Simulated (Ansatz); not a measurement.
## BeNi (Pm-3m): from the cell to its phonons

Aim: the phonons of BeNi (Pm-3m) at a cell relaxed beforehand at this level. After the zone centre comes a 4×4×4 q mesh on a 16×16×16 k mesh.

Method: DFT PBEsol, scalar-relativistic, plane waves, PAW, in Ansatz 0.2.0.

### 1. Set-up

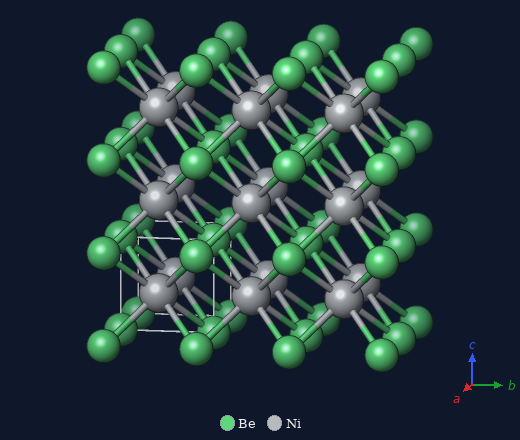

Start, viewed slightly off an axis; beryllium green, nickel light grey. 2×3×3 cells are drawn. Some periodic images of atoms are drawn too.

### 2. Zone-centre response

The cell comes from relaxations at this level that are not shown. The zone centre comes first: it holds the modes that light can see, as far as symmetry allows. No field response is asked, since the mesh shows no gap.

The input, input.yaml:

```yaml
crystal:
  lattice:
    - [2.5830970184, 0.0, 0.0]
    - [0.0, 2.5830970184, 0.0]
    - [0.0, 0.0, 2.5830970184]
  atoms:
    - { symbol: Be, position: [0.0, 0.0, 0.0] }
    - { symbol: Ni, position: [0.5, 0.5, 0.5] }
kpoints:
  mp_grid: { grid: [16, 16, 16] }
hamiltonian:
  xc: pbesol
scf:
  occupations: { method: methfessel_paxton, width: 0.15 }
output:
  eigenvalues: true
phonons:
  method: dfpt
```

The run is started by

```
> ansatz run input.yaml --threads 4 --pin off --max-ram 7168MiB --backend cpu --events-out ev --progress --plain --runs-dir out
```

Numbers of over 12 decimals in the logs are rounded to 6 here.

The program printed:

```text
Engine: ansatz 0.2.0, aarch64-unknown-linux-gnu
Pseudopotentials: kind: paw
Pseudopotential: Be, paw, valence charge 2, recommended cutoff 420 eV (normal), Be.paw.azcp
Pseudopotential: Ni, paw, valence charge 18, recommended cutoff 420 eV (normal), Ni.paw.azcp
Functional definition: PBEsol
  exchange = pbesol_x
  correlation = pbesol_c
Crystal: 2 atoms, lattice volume = 17.235 Å³
Basis set: ecut = 420 eV, 341 PW (Γ), exchange–correlation on 36×36×36 points (8 copies of the dense FFT grid, shifted against one another)
Bands: 14, of which v1, the nominal top of the filled ones, is band 10 counted from 1 (9 counted from 0)
Symmetry: 48 space group operations
k-points: 405 of 4096 (irreducible under 8 space group operations, time reversal used)
Non-local potential: Be, projectors of the file, l = 0: 2, l = 1: 2, l = 2: 1
Non-local potential: Ni, projectors of the file, l = 0: 3, l = 1: 2, l = 2: 3, l = 3: 1
PAW form: soft (Blöchl's): semilocal exchange-correlation on the pseudo side does not see the compensation charge
PAW frozen core: Be, regenerated for the run's functional, and the local potential with it (the file was generated under x = pbe(κ = 0.804, μ = 0.219515), c = pbe(β = 0.066725))
PAW frozen core: Ni, regenerated for the run's functional, and the local potential with it (the file was generated under x = pbe(κ = 0.804, μ = 0.219515), c = pbe(β = 0.066725))
PAW one-centre angular grid: Be, 110 points (default); XC on 64 Gauss nodes
PAW one-centre angular grid: Ni, 590 points (default); XC on 64 Gauss nodes
Initial density: superposition of atomic densities (neutral atoms: chi_scale 0, normalization atom), corrected by the library's trained network
Initial wavefunctions: pseudopotential atomic-orbital guess
Functional: x = pbesol(κ = 0.804, μ = 0.123457), c = pbesol(β = 0.046)
SCF iter   1: F=—  HF=-5896.307648 eV  |F-HF|=—  |Δ(HF+E_count)|=         —  Δρ=1.81e-2  dr2=2.97e-2  ethr=1.77e-3  ⟨swp⟩=5.0  Hψ=28722  notcnv=0
preconditioner: auto → none  [metal: Δε(μ)=0.005 eV  Ē_g=10.693 eV  σ=0.150 eV  W_gap=0.03  n_scr=6 (ndim 8)  ℏωp=31.0 eV  f_vac=0.000  D(μ)=0.95/eV (n_scr^D=6)  sad-step TF]
SCF iter   2: F=—  HF=-5896.303352 eV  |F-HF|=—  |Δ(HF+E_count)|=   4.30e-3  S|Δr|=    0.00e0  Δρ=6.56e-3  dr2=3.95e-3  ethr=1.48e-4  ⟨swp⟩=1.4  Hψ=9088  notcnv=0  defer=1
SCF iter   3: F=—  HF=-5896.302814 eV  |F-HF|=—  |Δ(HF+E_count)|=   5.38e-4  S|Δr|=    0.00e0  Δρ=6.42e-4  dr2=2.91e-5  ethr=1.97e-5  ⟨swp⟩=2.0  Hψ=7371  notcnv=0  defer=2
SCF iter   4: F=—  HF=-5896.302798 eV  |F-HF|=—  |Δ(HF+E_count)|=   1.56e-5  S|Δr|=    0.00e0  Δρ=5.60e-5  dr2=1.93e-7  ethr=1.46e-7  ⟨swp⟩=2.4  Hψ=9370  notcnv=0  defer=2
SCF iter   5: F=—  HF=-5896.302796 eV  |F-HF|=—  |Δ(HF+E_count)|=   1.97e-6  S|Δr|=    0.00e0  Δρ=1.15e-5  dr2=1.18e-8  ethr=9.64e-10  ⟨swp⟩=2.3  Hψ=8583  notcnv=0  defer=2
SCF iter   6: F=—  HF=-5896.302796 eV  |F-HF|=—  |Δ(HF+E_count)|=  5.82e-11  S|Δr|=    0.00e0  Δρ=1.02e-6  dr2=8.64e-11  ethr=5.89e-11  ⟨swp⟩=1.3  Hψ=6358  notcnv=0  defer=2
SCF iter   7: F=-5896.302796 eV  HF=-5896.302796 eV  |F-HF|=9.09e-13  |Δ(HF+E_count)|=  5.46e-12  S|Δr|=    0.00e0  Δρ=3.72e-8  dr2=1.49e-13  ethr=1.00e-12  ⟨swp⟩=5.7  Hψ=24336  notcnv=0
SCF 1 converged in 7 iterations: F = -5896.302796 eV  dr2 = 1.49e-13
  greatest PAW one-centre occupation: 1.001 electrons in one spin orbital (limit 2), on the Ni atom at site 1 (counted from 0), in its partial waves of l = 1
DFPT response loops at Γ: preconditioner auto → Kerker (q_TF=auto, 2.797 Å⁻¹) (partly filled bands, converged f_vac=0.000); β = 1.00, the filter's whole step (`scf.mixing.beta` (0.50) is not read by the response loops under this deck's `scf.mixing.preconditioner`; to damp them name `kerker` or `kerker_dos`, under which they read `scf.mixing.beta`, and type it under 1.00, their step now; both keys bind the ground state too); Broyden in place of MSR1
SCF converged after 7 iterations
Stability not checked: this state was not tested for a lower state beside it, because cold or Methfessel-Paxton smearing, or corrected tetrahedra, fill the levels in a way that the test cannot read (fill_not_monotonic; see scf.lower_state_search)
Free energy (F): -5896.302796 eV
Harris-Foulkes:  -5896.302796 eV  (|F-HF|=9.09e-13)
Internal energy: -5896.302547 eV  (E = F + TS)
E sigma→0 (E₀):  -5896.302734 eV
Entropy (-TS):   -0.000249 eV (-0.125 meV/atom)
Fermi energy:    15.281887 eV
Step filling:    the computed levels leave a gap of 0.0000 eV = 0.0 smearing widths at the electron count; against every level under it full and every level over it empty, smearing changes F+E_penalty+E_count by -0.729 meV and its σ→0 estimate by -0.666 meV
--- Per-component energies (eV) ---
  E_band       = -323.126143
  E_kinetic    = 306.765578
  E_local      = -4048.055722  (includes V_loc(G=0)·N_el)
  E_nonlocal   = 639.595589
  E_hartree    = 1717.555406
  E_xc         = -105.694323
  E_vxc        = -132.241445  (∫ρ·V_xc dr)
  E_paw        = -1651.801151  (= ΣΔE_a)
  E_vpaw       = -524.301468  (= ΣTr[D̂ρ^β])
  E_aug_tail   = 0.000541  (compensation charges beyond the density's cutoff)
  E_ewald      = -2754.875285
  E_core_change = 0.206820  (= ΣΔE_core)
  E_smearing   = -0.000249  (= −TS)
  E_closure    = 0.000000  (closes the sum)
  Σ components = -5896.302796   (vs F -5896.302796, Δ=0.00e0)
--- Band table (eV; the first three rows and the last of 405) ---
  k-point 0: bands = [... 6 lower, 11.5693, 13.9405, 13.9405, 13.9405, 22.2453, 22.2453, 22.2453, 29.5879]
  k-point 1: bands = [... 6 lower, 11.5853, 13.8915, 13.8915, 13.9438, 21.7410, 22.3732, 22.3732, 29.6054]
  k-point 2: bands = [... 6 lower, 11.6312, 13.7570, 13.7570, 13.9532, 20.5695, 22.7449, 22.7449, 29.6579]
  k-point 404: bands = [... 6 lower, 10.5211, 14.5714, 14.5714, 20.9470, 20.9470, 20.9470, 21.4459, 21.4459]
--- Phonons (Γ-DFPT): 2 representative perturbations + reference, on 405 of 4096 k-points (Σ response iterations 7) ---
  k mesh reduced under 8 symmetry operations, with k and −k counted as one. Each operation leaves every solved perturbation unchanged. A smaller set is not used because it would not reduce the number of displacements times k-points to solve
  ASR residual: 2.358e-5 → 0.000e0 eV/Å²; symmetrization residual: 7.982e-7 eV/Å²
  ASR residual per site (eV/Å²): 2.09e-5 2.36e-5
  Γ frequencies (cm⁻¹): 0.00 0.00 0.00 499.06 499.06 499.06
  non-analytic LO–TO correction: not included (Born effective charges unavailable; polar crystals: no LO–TO splitting at Γ)
```

Wall time 8 s (4 threads of Arm Neoverse V1, shared host); peak memory 0.59 GiB.

This run has no spin polarisation, although Ni can carry a moment.

Numbers from this step:

```yaml
volume_per_atom: 8.618 Å³
gap_on_the_k_mesh: 0 eV
sum_rule_residual_before_enforcement: 2.36e-5 eV/Å²
point_group: m-3m
highest_optical_mode_at_the_zone_centre_no_lo_to_term: 499.1 cm⁻¹
lowest_optical_zone_centre_mode: 499.1 cm⁻¹
```

Patterns of degenerate modes are one choice out of their space. The modes at Γ (shares of kinetic energy by element, %):

| mode | frequency (cm⁻¹) | symmetry | Be % | Ni % |
| --- | --- | --- | --- | --- |
| 1 | 0.0 | acoustic | 13 | 87 |
| 2 | 0.0 | acoustic | 13 | 87 |
| 3 | 0.0 | acoustic | 13 | 87 |
| 4 | 499.1 | T1u | 87 | 13 |
| 5 | 499.1 | T1u | 87 | 13 |
| 6 | 499.1 | T1u | 87 | 13 |

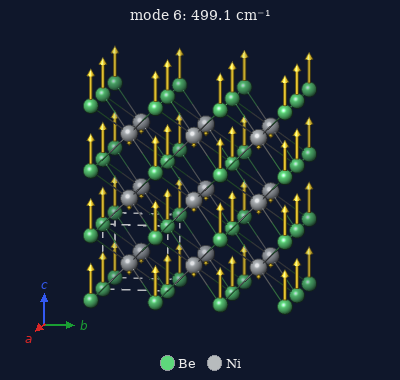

Displacement patterns of mode 6 at Γ; arrows are exaggerated. 2×3×3 cells are drawn. Some periodic images of atoms are drawn too.

Before it was imposed, the acoustic sum rule was missed by 2.4e-5 eV/Å². Small misses are needed for a sound result but don't prove that mesh and cutoff are converged. The lowest optical mode is real, 499 cm⁻¹.

### 3. Response at finite wavevector

Stability and thermal properties need the whole zone. Linear response on a 4×4×4 q mesh gives force constants as far as a supercell of that size would.

Edit input.yaml of step 2 so:

```diff
@@ -18 +18,8 @@
   method: dfpt
+  qmesh: [4, 4, 4]
+  temperatures: { t_max: 1000, t_step: 50 }
+  qpath:
+    path:
+      - [[0.0, 0.0, 0.0], [0.0, 0.5, 0.0], [0.5, 0.5, 0.0], [0.0, 0.0, 0.0], [0.5, 0.5, 0.5], [0.0, 0.5, 0.0]]
+      - [[0.5, 0.5, 0.5], [0.5, 0.5, 0.0]]
+    npoints: 10
```

The program printed:

```text
[...]
Crystal: 2 atoms, lattice volume = 17.235 Å³
Basis set: ecut = 420 eV, 341 PW (Γ), exchange–correlation on 36×36×36 points (8 copies of the dense FFT grid, shifted against one another)
Bands: 14, of which v1, the nominal top of the filled ones, is band 10 counted from 1 (9 counted from 0)
Symmetry: 48 space group operations
k-points: 165 of 4096
[...]
SCF iter   1: F=—  HF=-5896.307659 eV  |F-HF|=—  |Δ(HF+E_count)|=         —  Δρ=1.81e-2  dr2=2.96e-2  ethr=1.77e-3  ⟨swp⟩=5.0  Hψ=11716  notcnv=0
[...]
SCF iter   7: F=-5896.302796 eV  HF=-5896.302796 eV  |F-HF|=1.82e-12  |Δ(HF+E_count)|=  5.46e-12  S|Δr|=    0.00e0  Δρ=3.79e-8  dr2=1.63e-13  ethr=1.00e-12  ⟨swp⟩=5.8  Hψ=9948  notcnv=0
SCF 1 converged in 7 iterations: F = -5896.302796 eV  dr2 = 1.63e-13
[...]
iter 1 solved again at ethr=4.51e-8 eV; its pass at ethr=3.10e-3 eV (dr2=9.03e-6 eV) is discarded
SCF iter   1: F=—  HF=-5896.302793 eV  |F-HF|=—  |Δ(HF+E_count)|=         —  Δρ=4.74e-7  dr2=1.95e-11  ethr=4.51e-8  ⟨swp⟩=3.0  Hψ=18411  notcnv=0
eigensolver tolerance schedule: the retry pair's looser diagonalisation over-reported the residual by 464019.63 of it (diagonalisation noise at an unbounded share of the residual, at the tolerance the schedule requests for it); recorded, not acted on — ethr = c·dr2/N_el stays at c = 1.0e-1
[...]
SCF iter   2: F=—  HF=-5896.302796 eV  |F-HF|=—  |Δ(HF+E_count)|=   3.41e-6  S|Δr|=    0.00e0  Δρ=4.15e-7  dr2=1.43e-11  ethr=1.00e-12  ⟨swp⟩=2.8  Hψ=4662  notcnv=0
SCF iter   3: F=-5896.302796 eV  HF=-5896.302796 eV  |F-HF|=8.19e-12  |Δ(HF+E_count)|=    0.00e0  S|Δr|=    0.00e0  Δρ=2.07e-7  dr2=3.41e-12  ethr=1.00e-12  ⟨swp⟩=2.3  Hψ=6438  notcnv=0
SCF 2 converged in 3 iterations: F = -5896.302796 eV  dr2 = 3.41e-12
phonons: the bands overlap, so this run is a metal and interpolates without the dipole-dipole term. If the crystal is really an insulator or semiconductor, its LO-TO splitting is missing
NSCF: frozen V_eff on 165 k-points
[...]
DFPT response loops at q = (0, 0, 0) (fractional): preconditioner auto → Kerker (q_TF=auto, 2.797 Å⁻¹) (partly filled bands, converged f_vac=0.000); β = 1.00, the filter's whole step (`scf.mixing.beta` (0.50) is not read by the response loops under this deck's `scf.mixing.preconditioner`; to damp them name `kerker` or `kerker_dos`, under which they read `scf.mixing.beta`, and type it under 1.00, their step now; both keys bind the ground state too); Broyden in place of MSR1
[...]
SCF converged after 7 iterations
[...]
Free energy (F): -5896.302796 eV
[...]
Internal energy: -5896.302547 eV  (E = F + TS)
E sigma→0 (E₀):  -5896.302734 eV
Entropy (-TS):   -0.000249 eV (-0.125 meV/atom)
Fermi energy:    15.281887 eV
[...]
--- Band table (eV; the first three rows and the last of 165) ---
  k-point 0: bands = [... 6 lower, 11.5693, 13.9405, 13.9405, 13.9405, 22.2453, 22.2453, 22.2453, 29.5879]
  k-point 1: bands = [... 6 lower, 11.5853, 13.8915, 13.8915, 13.9438, 21.7410, 22.3732, 22.3732, 29.6054]
  k-point 2: bands = [... 6 lower, 11.6312, 13.7570, 13.7570, 13.9532, 20.5695, 22.7449, 22.7449, 29.6579]
  k-point 164: bands = [... 6 lower, 10.5211, 14.5714, 14.5714, 20.9470, 20.9470, 20.9470, 21.4459, 21.4459]
--- Phonons (Γ-DFPT): 2 representative perturbations + reference (Σ response iterations 7) ---
  ASR residual: 2.716e-5 → 0.000e0 eV/Å²; symmetrization residual: 9.073e-7 eV/Å²
  ASR residual per site (eV/Å²): 2.04e-5 2.72e-5
  Γ frequencies (cm⁻¹): 0.00 0.00 0.00 499.06 499.06 499.06
--- Phonons (arbitrary-q DFPT): 10 irreducible q on the 4×4×4 mesh ---
  q = [0.0000, 0.0000, 0.0000] (star 1, of the zone-centre solve; hermiticity 2.54e-7, symmetrization 2.92e-12): -0.00 -0.00 0.00 499.06 499.06 499.06
  q = [0.0000, 0.0000, 0.2500] (star 6, 4 solved perturbations in 4032 linear systems a pass and spin channel, the states on 1296 of 4096 k-point pairs; hermiticity 3.82e-8, symmetrization 6.01e-13): 139.08 139.08 196.17 502.04 502.04 502.28
[...]
q = [0.0000, 0.2500, -0.5000] (star 12, 6 solved perturbations on 1296 of 4096 k-point pairs; hermiticity 8.44e-8, symmetrization 8.21e-15): 188.30 203.16 229.68 495.12 503.06 503.31
[...]
sum rule: each row above includes the acoustic sum rule's correction from the zone centre's row sums; it moved no ω² by more than (0.78 cm⁻¹)²
  mesh force constants: q→R imaginary residual 2.35e-18; ASR residual 2.716e-5 → 0.000e0 eV/Å²; symmetrization residual 1.243e-14 eV/Å²
  interpolated dispersion: 62 rows × 6 modes
  density of states and harmonic sums: on the 24×24×24 q-mesh, interpolated from the force constants of a 4×4×4 supercell (no non-analytic term)
  largest difference from the sums on the solved wave vectors: F 1.04e-2 eV, S 1.44e-5 and C_V 4.02e-6 eV/K
  zero-point energy: 0.130544 eV/cell   skipped modes (ω ≤ 0): 3   left out of the sums: 3.62e-5 of the cell's modes: C_V's classical limit lies that fraction below 3 k_B per atom; for a crystal, a wire or a layer, F and S can be off by more, and a phonons.interpolated_qmesh denser along its periods is the remedy for the sampling
```

The job ended after 4 min (4 threads; peak memory 1.7 GiB; 15 min of CPU time).

Numbers from this step:

| Quantity | Value |
| --- | --- |
| sum-rule residual before enforcement | 2.72e-5 eV/Å² |
| lowest frequency on the path | 0 cm⁻¹ |
| highest frequency on the path or at a solved wavevector | 526.6 cm⁻¹ |
| mean frequency | 351 cm⁻¹ |
| Debye temperature (second moment) | 711 K |
| logarithmic mean frequency | 313.5 cm⁻¹ |
| lowest mode on the q mesh (acoustic modes at Γ apart) | 139.1 cm⁻¹ |
| zero-point energy per atom | 65.27 meV |
| heat capacity at 300 K | 19.39 J/(mol atoms K) |
| vibrational entropy at 300 K | 17.89 J/(mol atoms K) |
| edges of the widest gap between branches, on path and mesh | 273.8, 480.8 cm⁻¹ |

Frequencies (cm⁻¹) solved at each irreducible wavevector; negative means imaginary. Frequencies by wavevector, by row:

| q in reciprocal lattice units | star | mode 1 | mode 2 | mode 3 | mode 4 | mode 5 | mode 6 |
| --- | --- | --- | --- | --- | --- | --- | --- |
| 0 0 0 | 1 | 0 | 0 | 0 | 499.1 | 499.1 | 499.1 |
| 0 0 0.25 | 6 | 139.1 | 139.1 | 196.2 | 502 | 502 | 502.3 |
| 0 0 -0.5 | 3 | 197 | 197 | 273.8 | 506.4 | 506.4 | 526.6 |
| 0 0.25 0.25 | 12 | 139.8 | 172.7 | 233.9 | 494.9 | 499.7 | 513.3 |
| 0 0.25 -0.5 | 12 | 188.3 | 203.2 | 229.7 | 495.1 | 503.1 | 503.3 |
| 0 -0.5 -0.5 | 3 | 179.3 | 179.3 | 211 | 480.8 | 499.6 | 499.6 |
| 0.25 0.25 0.25 | 8 | 192.8 | 192.8 | 233.2 | 499.2 | 499.2 | 504 |
| 0.25 0.25 -0.5 | 12 | 203.2 | 224.9 | 230.4 | 494.8 | 503.8 | 504.5 |
| 0.25 -0.5 -0.5 | 6 | 229.2 | 231.3 | 231.3 | 498.4 | 503.4 | 503.4 |
| -0.5 -0.5 -0.5 | 1 | 251.6 | 251.6 | 251.6 | 507.1 | 507.1 | 507.1 |

Interpolated from a 4×4×4 q mesh. Phonon branches along the path, in cm⁻¹:

| point | branch 1 | branch 2 | branch 3 | branch 4 | branch 5 | branch 6 |
| --- | --- | --- | --- | --- | --- | --- |
| Γ | 0 | 0 | 0 | 499 | 499 | 499 |
| X | 197 | 197 | 274 | 506 | 506 | 527 |
| M | 179 | 179 | 211 | 481 | 500 | 500 |
| Γ | 0 | 0 | 0 | 499 | 499 | 499 |
| R | 252 | 252 | 252 | 507 | 507 | 507 |
| X | 197 | 197 | 274 | 506 | 506 | 527 |
| jump to R | 252 | 252 | 252 | 507 | 507 | 507 |
| M | 179 | 179 | 211 | 481 | 500 | 500 |

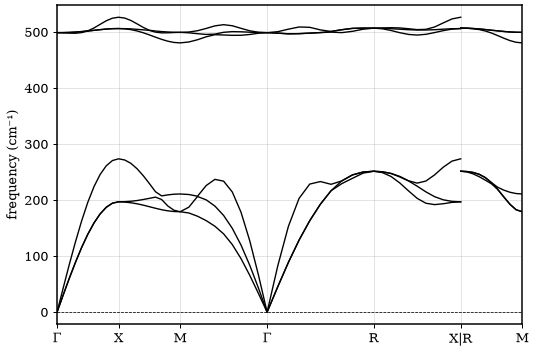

Phonon branches along the path.

The phonon density of states has structure finer than the step of the table below, so its rows give means over 25 cm⁻¹, whole bins alone (the curve runs from 2.5 to 528 cm⁻¹). Peaks (cm⁻¹: height): 232.5: 0.0527, 502.5: 0.212.

Tetrahedra on a 24×24×24 mesh, mean over bins of 5 cm-1. Interpolated from a 4×4×4 q mesh. Table of phonon density of states by wavenumber; means over each step:

| wavenumber (cm⁻¹) | phonon density of states (1/cm⁻¹/cell) |
| --- | --- |
| 25 | 9.1e-5 |
| 50 | 4.3e-4 |
| 75 | 0.00105 |
| 100 | 0.00212 |
| 125 | 0.00407 |
| 150 | 0.00818 |
| 175 | 0.0203 |
| 200 | 0.0333 |
| 225 | 0.0356 |
| 250 | 0.0141 |
| 275 | 7.0e-4 |
| 300 | 0 |
| 325 | 0 |
| 350 | 0 |
| 375 | 0 |
| 400 | 0 |
| 425 | 0 |
| 450 | 0 |
| 475 | 0.00192 |
| 500 | 0.112 |

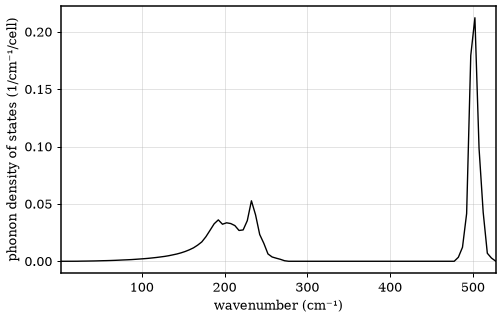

Phonon density of states, plotted against wavenumber.

The partial phonon density of states has structure finer than the step of the table below, so its rows give means over 50 cm⁻¹, whole bins alone (the curve runs from -10 to 552 cm⁻¹). Peaks (cm⁻¹: height): Be 502.5: 0.160; Ni 195.0: 0.0323, 233.9: 0.0422, 499.0: 0.0133.

Phonopy on the run's constants, 21x21x21 mesh, Gaussian sigma 4.0 cm-1. Interpolated from a 4×4×4 q mesh. Table of partial phonon density of states by wavenumber; means over each step; values in 1/cm⁻¹/cell:

| wavenumber (cm⁻¹) | Be | Ni |
| --- | --- | --- |
| 50 | 5.9e-5 | 4.1e-4 |
| 100 | 2.5e-4 | 0.00197 |
| 150 | 8.8e-4 | 0.00828 |
| 200 | 0.00174 | 0.0285 |
| 250 | 7.5e-4 | 0.0171 |
| 300 | 0 | 2.6e-5 |
| 350 | 0 | 0 |
| 400 | 0 | 0 |
| 450 | 1.8e-5 | 0 |
| 500 | 0.0561 | 0.00369 |

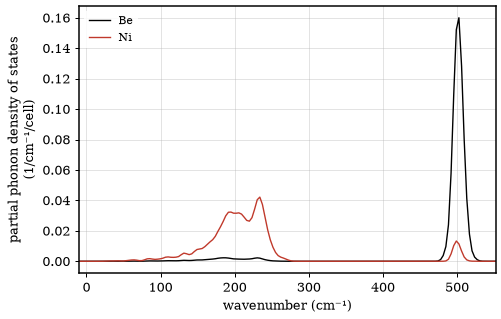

Partial phonon density of states, plotted against wavenumber.

Second derivatives of the energy by pair, one row for each kind of neighbour of each atom listed. Each entry sums the pair over the periodic images of the supercell that the q mesh stands for, and in a polar crystal it holds the long-range dipole part too. Force constants by pair, by row:

| atom | neighbour | distance (Å) | third of the trace (eV/Å²) | along the pair's line (eV/Å²) |
| --- | --- | --- | --- | --- |
| Be1 | itself | 0 | 7.906 | – |
| Be1 | Ni | 2.237 | -0.8433 | -2.596 |
| Be1 | Be | 2.583 | -0.0049 | 0.0312 |
| Be1 | Be | 3.653 | -0.0013 | -0.0711 |
| Be1 | Ni | 4.284 | -0.0183 | -0.0377 |
| Be1 | Be | 4.474 | -0.0957 | -0.2645 |
| Be1 | Be | 5.166 | -0.0049 | 0.0081 |
| Be1 | Ni | 5.63 | 0.0029 | 0.0109 |
| Be1 | Be | 5.776 | 0.0038 | 0.0065 |
| Ni2 | itself | 0 | 11.79 | – |
| Ni2 | Be | 2.237 | -0.8433 | -2.596 |
| Ni2 | Ni | 2.583 | -0.619 | -1.84 |
| Ni2 | Ni | 3.653 | -0.1048 | -0.2642 |
| Ni2 | Be | 4.284 | -0.0183 | -0.0377 |
| Ni2 | Ni | 4.474 | 0.0334 | 0.0965 |
| Ni2 | Ni | 5.166 | 0.0163 | 0.1692 |
| Ni2 | Be | 5.63 | 0.0029 | 0.0109 |
| Ni2 | Ni | 5.776 | 0.0121 | -0.0086 |

Harmonic thermodynamic functions per atom, from the density of states. Interpolated from a 4×4×4 q mesh. Thermodynamic functions, by row:

| T (K) | F_vib (meV/atom) | S (J/mol-atom/K) | C_V (J/mol-atom/K) |
| --- | --- | --- | --- |
| 0 | 65.27 | 0 | 0 |
| 50 | 65.22 | 0.461 | 1.618 |
| 100 | 64.34 | 3.249 | 7.023 |
| 200 | 57.08 | 10.84 | 15.13 |
| 300 | 42.09 | 17.89 | 19.39 |
| 400 | 20.4 | 23.79 | 21.5 |
| 500 | -6.88 | 28.72 | 22.64 |
| 600 | -38.87 | 32.91 | 23.3 |
| 700 | -74.9 | 36.53 | 23.71 |
| 800 | -114.5 | 39.72 | 23.99 |
| 900 | -157.1 | 42.56 | 24.18 |
| 1000 | -202.6 | 45.11 | 24.33 |

Harmonic mean-square displacement, third of the trace. Interpolated from a 4×4×4 q mesh. Mean square displacements, by row:

| T (K) | Be1 U_eq (Å²) | Ni2 U_eq (Å²) |
| --- | --- | --- |
| 0 | 0.00417 | 0.00145 |
| 100 | 0.00438 | 0.00175 |
| 300 | 0.00617 | 0.00368 |
| 600 | 0.01031 | 0.00703 |

Symmetry leaves 10 wavevectors to solve. The lowest mode among them, the acoustic zeros apart, lies at q = (0, 0, 0.25) and is real, 139 cm⁻¹.

(Continued in part 2 of 2.)

[Logs are printed without paths, hosts, clocks, repeated set-up lines and the standing remarks that a program may print on its own settings, such as how far it seeks lower states.]

[Hosts, paths, dates, database ids (printed as entryN), source tags and the programs' standing remarks are cut or masked in the printed files.]
